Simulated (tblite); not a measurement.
## Run report: C$_{4}$H$_{6}$NSi, frequency calculation

System: C$_{4}$H$_{6}$NSi, multiplicity 2.
Method: GFN2-xTB harmonic vibrations, gas phase (tblite 0.8.0).

It belongs to a series of runs on one base structure; here: H removed from sp2 C.

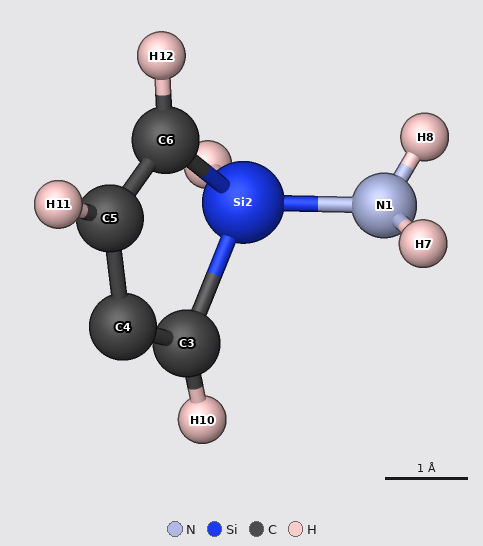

Figure 1. The structure as given in the input (ball-and-stick view, seen at a tilt; atoms are numbered from 1 in the order of the input). Bond lengths as drawn: C–C 1.31 to 1.44 Å, C–H 1.07 to 1.08 Å, C–Si 1.90 to 1.94 Å, H–N 1.01 Å, H–Si 1.46 Å and N–Si 1.72 Å.

Summary

```json
{"quantity": "outcome", "value": "converged"}
{"quantity": "total energy", "value": "−438.6242 eV"}
{"quantity": "zero-point energy", "value": "52.9860 kcal/mol"}
{"quantity": "hardware", "value": "1 CPU thread, shared host"}
{"quantity": "peak memory", "value": "0.18 GiB"}
```

Input
```
{"job": {"kind": "ir", "xc": "GFN2-xTB", "basis": "xTB"}, "charge": 0, "multiplicity": 2}
N      2.019539     0.093015     0.660431
Si     0.665996    -0.496011    -0.230919
C     -0.764045    -0.978958     0.980937
C     -1.817114    -0.302146     0.605844
C     -1.738291     0.622569    -0.498529
C     -0.534224     0.696201    -1.088513
H      1.854556     0.718917     1.432840
H      2.837934     0.385250     0.151549
H      1.139505    -1.584855    -1.080153
H     -0.701554    -1.695740     1.776331
H     -2.603104     1.195802    -0.801901
H     -0.358000     1.345269    -1.933944
```

The first line tells a small driver script what to run in tblite; the rest is the geometry in Å.

Command:
```bash
OMP_NUM_THREADS=1 python <driver script> task.json out
```

What the program printed
```
mode    cm-1     km/mol
  1     115.0      1.87
  2     142.1      1.96
  3     184.0     23.13
  4     314.0     17.25
  5     360.0      7.24
  6     434.3     19.57
  7     515.6    201.96
  8     528.1     77.78
  9     582.6     14.41
 10     632.4     59.51
 11     692.1      3.13
 12     723.3     66.79
 13     743.5      7.12
 14     786.9     59.73
 15     819.5     87.21
 16     903.1      0.71
 17     909.5    168.53
 18     989.6     68.40
 19    1105.9      2.94
 20    1113.3      3.96
 21    1287.9      1.96
 22    1511.4     44.78
 23    1535.1     25.20
 24    1643.6     12.18
 25    2277.1    327.29
 26    3049.5     33.37
 27    3065.6     85.33
 28    3131.1     28.10
 29    3466.0      4.55
 30    3502.1      2.96
```

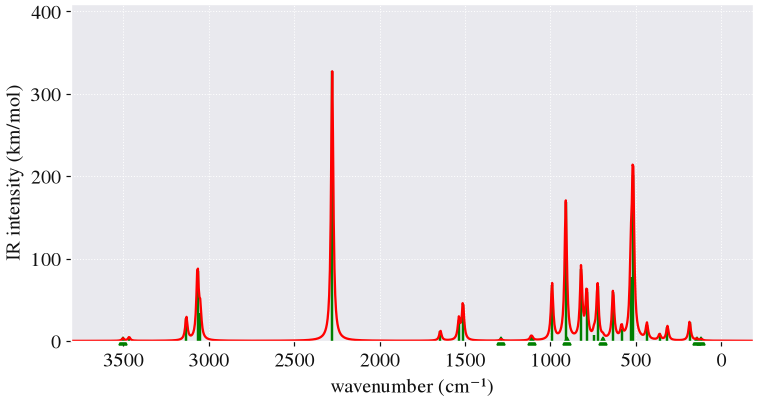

Figure 2. Harmonic infrared spectrum, unscaled: sticks (degenerate modes added up, dark ones marked on the axis) with a Lorentzian envelope of 16 cm⁻¹ full width, scaled to the tallest stick. 30 modes from 115 to 3502 cm⁻¹, none imaginary. The strongest line is at 2277 cm⁻¹ (327 km/mol).
